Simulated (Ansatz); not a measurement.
## Electronic structure of AlClH₄OS in real space

The calculation's input:

```
crystal:
  periodic: [false, false, false]
  atoms:
    - { symbol: Al, position_ang: [-0.080607, -0.218406, 0.043863] }
    - { symbol: O, position_ang: [-0.142948, -0.385167, 1.787672] }
    - { symbol: H, position_ang: [-1.013543, -0.537478, 2.172642] }
    - { symbol: Cl, position_ang: [1.844279, -0.292146, -0.789571] }
    - { symbol: H, position_ang: [-1.371454, -0.196595, -0.860913] }
    - { symbol: S, position_ang: [0.549851, 2.869892, 1.448378] }
    - { symbol: H, position_ang: [1.86088, 2.682014, 1.208594] }
    - { symbol: H, position_ang: [0.448743, 1.708886, 2.185334] }
basis:
  gaussian: { orbitals: "6-31G*" }
hamiltonian:
  xc: pbe0
  dispersion: d4
relax:
  f_tol: 0.03
  max_steps: 50
output:
  orbitals: {}
```

Run with:

```sh
ansatz run input.yaml --threads 1 --pin off --max-ram 2048MiB --backend cpu --events-out ev --progress --plain --runs-dir out
```

The fields are those of the run's last geometry, not of the input's.

Computed with RKS PBE0-D4/6-31G* in Ansatz.

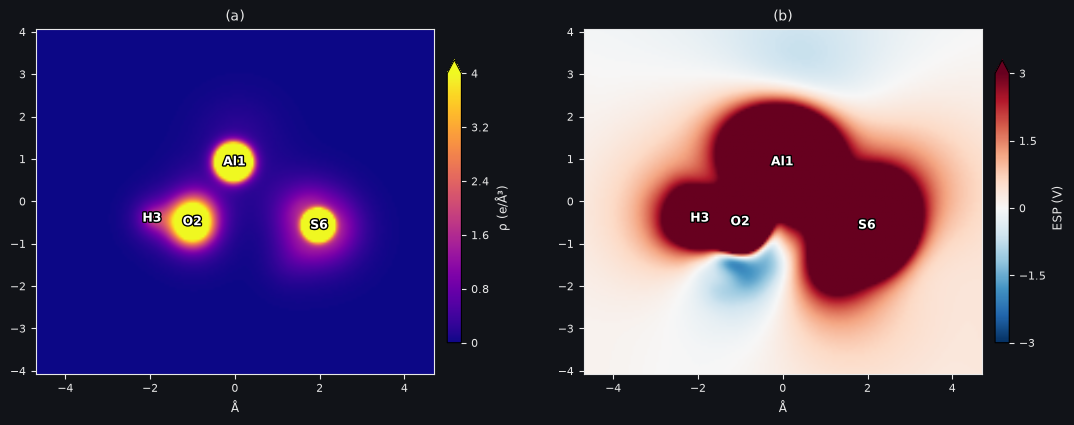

Figure 1. (a) total electron density; (b) molecular electrostatic potential on the plane of atoms O2, Al1 and S6.

Question: Describe what can be read from this map.

Answer:
- The section cuts through Al, O, H and S sites.
- Al–O (1.73 Å): ρ is about 0.81 e/Å³ halfway.
- Al–S (2.51 Å): the density is about 0.38 e/Å³ at the midpoint, with its minimum of 0.23 e/Å³ about 0.9 Å from Al.
- O–H (0.96 Å): ρ at the midpoint is about 3.6 e/Å³.
- Outside the dense part of the molecule the potential is most negative (−1.9 V) near O2.

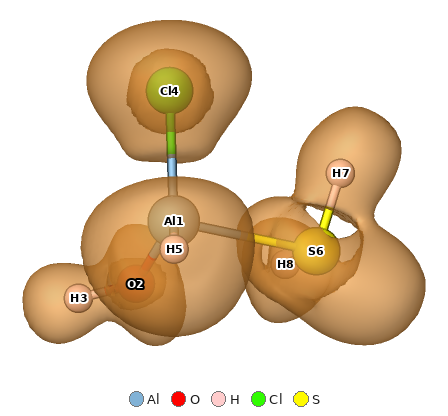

Figure 2. Isosurface of the ELF at 0.75 (orange), seen at an oblique angle. Core shells and regions of very low density are left out.

Question: Describe the localisation domains.

Answer: At this value the surface marks out one region around a hydrogen nucleus, one region on Cl in which the atom's valence shell and bonds are merged, one joined region spread over several atoms (H, O), in which their bonds and any lone pairs are merged and one joined region spread over several atoms (H, S), in which their bonds and any lone pairs are merged.


Al–O (1.73 Å): the ELF peaks at about 0.85 in the valence shell of O, 0.6 Å from its nucleus, and is about 0.45 at the midpoint. Al–Cl (2.14 Å): the ELF peaks at about 0.90 in the valence shell of Cl, 0.9 Å from its nucleus, and is about 0.80 at the midpoint.

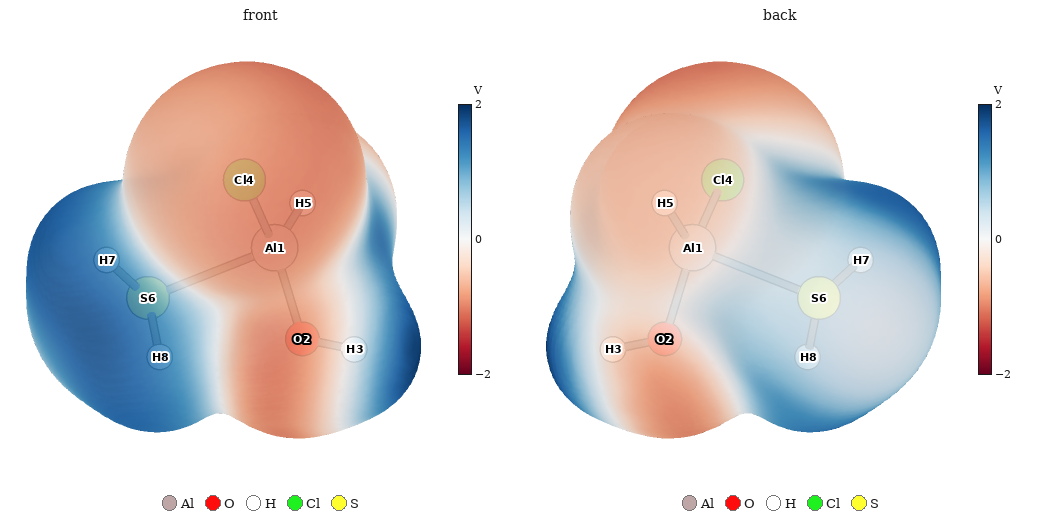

Figure 3. The electrostatic potential painted on the density surface at 0.001 e/bohr³, seen from the front and from behind; the colour scale runs from red (negative) to blue (positive).

Question: Where is the surface potential most negative and most positive?

Answer: The most negative region (about −1.0 V, or −23 kcal/mol for a unit charge) lies over O2 and Cl4, the most positive (about +1.9 V, or +44 kcal/mol for a unit charge) over H3.

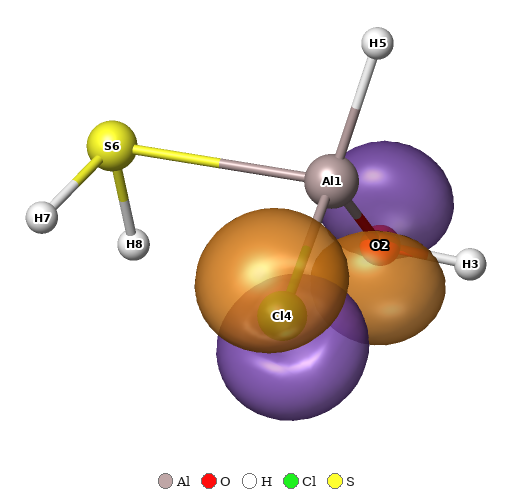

Figure 4. The HOMO−1 at ±0.2 Å⁻³ᐟ² (orange and purple are the two phases), seen from one side.

Question: Where does this orbital lie, and at what energy?

Answer: By Hirshfeld shares it lies mainly on Cl4 (about 45 %) and O2 (about 45 %); largely a combination of lone pairs on Cl4 and O2. Its energy is −8.28 eV.
